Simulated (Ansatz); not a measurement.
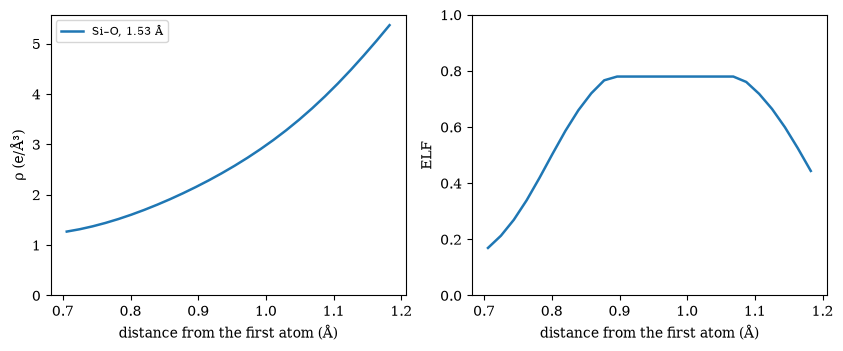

*O₂Si (SMILES O=[Si]=O). Total electron density and electron localisation function along straight lines between neighbouring atoms. The curves leave out the atomic cores.*

Geometry: r2SCAN-D4/def2-SVP.

Level of theory: isolated molecule in a Gaussian basis; Kohn-Sham density functional theory, functional PBE0 in Ansatz 0.2.0.

```xyz
3

O     0.0000    0.0000   -1.5259
O     0.0000    0.0000    1.5259
Si    0.0000    0.0000    0.0000
```

> What can be read from the curves?

Si–O (1.53 Å): ρ is about 1.4 e/Å³ halfway; the ELF peaks at about 0.80 in the valence shell of O, 0.6 Å from its nucleus, and is about 0.35 at the midpoint.
